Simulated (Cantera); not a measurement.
A closed system holds: 1 mol Si, 4.5 mol N2O, 120 mol H2, held at 1 atm.

These are equilibrium values from Cantera (NASA tables, ideal gas, pure condensed phases), not measurements of a reactor. Candidate condensed phases: H2O, Si, SiO2, Si2N2O, Si3N4; 35 gas species. The tables hold silica as quartz up to 1696 K and as liquid above; real silica turns to tridymite and cristobalite and melts near 1996 K. Gases not in the tables: Si(OH)4. Equilibrium is a limit: real reactors are often held back by kinetics, nucleation or transport.

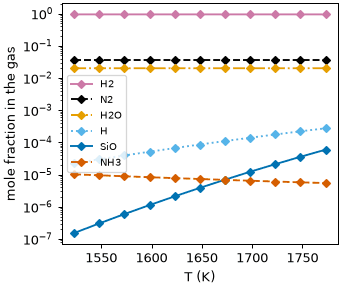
Figure: Equilibrium gas composition (values under 1e-9 drawn at 1e-9)

From 1523 K to 1673 K the condensed part is SiO2(β-quartz). From 1698 K to 1773 K the condensed part is SiO2(condensed).
